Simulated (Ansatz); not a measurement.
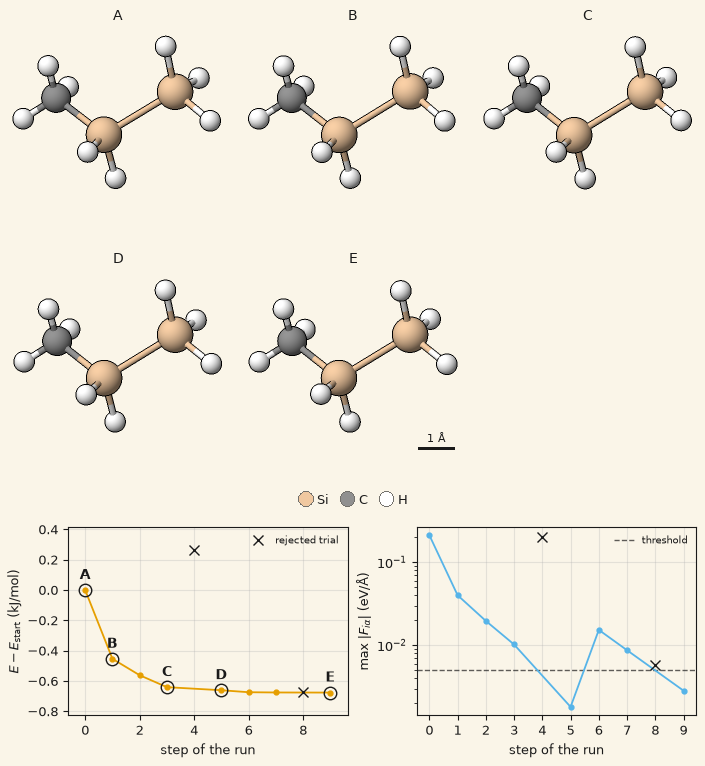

Frames of a relaxation of CH8Si2, marked on the history of the run. A ball-and-stick model, seen from a free direction.

It is one of the separated reactants of a reaction.

Level of theory: RKS PBE0-D4/def2-TZVP (Ansatz).

Input file:
```yaml
crystal:
  periodic: [false, false, false]
  atoms:
    - {symbol: Si, position_ang: [-0.362586, -0.732355, -0.849132]}
    - {symbol: C, position_ang: [0.841445, -1.640699, 0.257530]}
    - {symbol: H, position_ang: [-0.410292, -1.355990, -2.203836]}
    - {symbol: H, position_ang: [-1.748374, -0.788617, -0.299767]}
    - {symbol: Si, position_ang: [0.212957, 1.516399, -1.169529]}
    - {symbol: H, position_ang: [0.828724, -1.196465, 1.254481]}
    - {symbol: H, position_ang: [1.855510, -1.586210, -0.144318]}
    - {symbol: H, position_ang: [0.564086, -2.694075, 0.340347]}
    - {symbol: H, position_ang: [0.113750, 2.308408, 0.093217]}
    - {symbol: H, position_ang: [1.613648, 1.646488, -1.656960]}
    - {symbol: H, position_ang: [-0.691382, 2.161644, -2.160380]}
basis:
  gaussian: {orbitals: def2-TZVP}
hamiltonian: {xc: pbe0, dispersion: d4}
relax: {f_tol: 0.005, max_steps: 200}
```

Command:
```bash
ansatz run in.yaml --threads 8 --pin off --events-out ev --progress --plain --max-ram 19148MiB
```

Question: Describe the path.

Answer: After 7 accepted moves (9 points after the start) the energy has fallen by 0.68 kJ/mol. The largest force component goes from 0.21 to 0.0028 eV/Å. The line search rejected the trial steps at points 4, 8 of the run. The forces were under the threshold at step 5, but the run went on from there. The largest move after the best rigid fit is that of H9, 0.12 Å. Largest moves by element: H 0.12 Å, Si 0.04 Å, C 0.03 Å. Among the contacts that change: Si1–C2 1.871 → 1.877 Å. Among the angles between lasting bonds that change: H3–Si1–Si5 106.5° → 108.7°. From step 0 to 1: H9 moves most (0.04 Å), energy −0.45 kJ/mol. From step 1 to 3: H11 moves most (0.05 Å), energy −0.19 kJ/mol. From step 3 to 5: H11 moves most (0.02 Å), energy −0.02 kJ/mol. From step 5 to 9: H atoms move most (0.04 Å), energy −0.02 kJ/mol.

```csv
step,"E − E(0), kJ/mol","largest force component, eV/Å",note
0,0.00,0.2129,
1,-0.45,0.0402,
2,-0.56,0.0197,
3,-0.64,0.0102,
4,0.27,0.2015,rejected
5,-0.66,0.0018,
6,-0.67,0.0153,
7,-0.68,0.0087,
8,-0.68,0.0057,rejected
9,-0.68,0.0028,
```
